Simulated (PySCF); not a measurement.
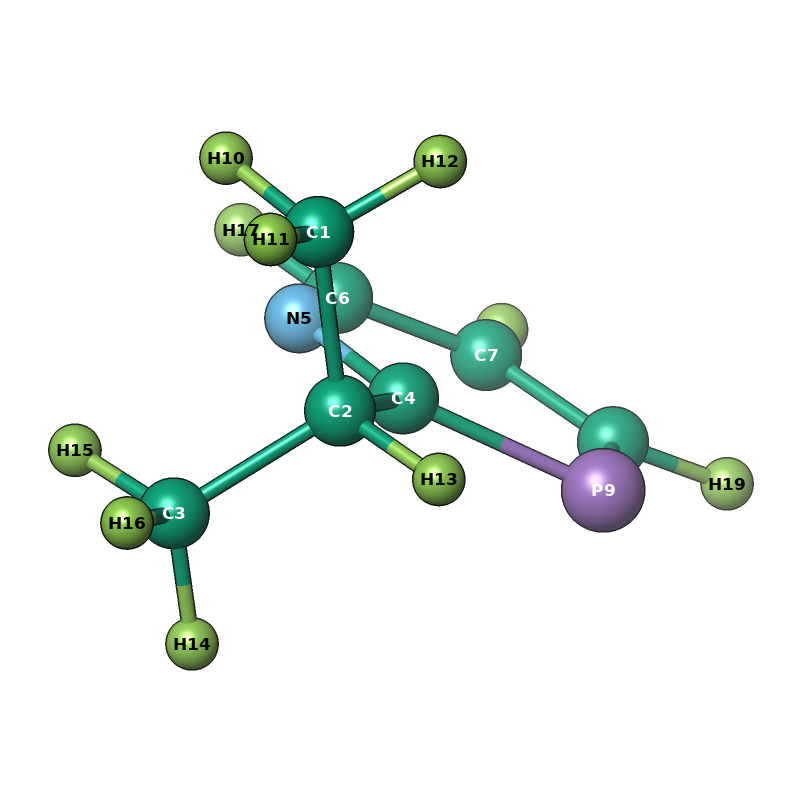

C4 lies behind C2. The molecule seen a little off the C2–C4 bond, C2 in front. Depth is shown by fading: the farther an atom, the more it takes the colour of the background. Computed geometry: PBE0-D3(BJ)/def2-SVP optimisation. No frequency run is at hand to confirm it as a minimum.

> What is the torsion angle C1–C2–C4–P9? The sign is positive where the front bond must turn clockwise to cover the back bond.

118°, anticlinal.
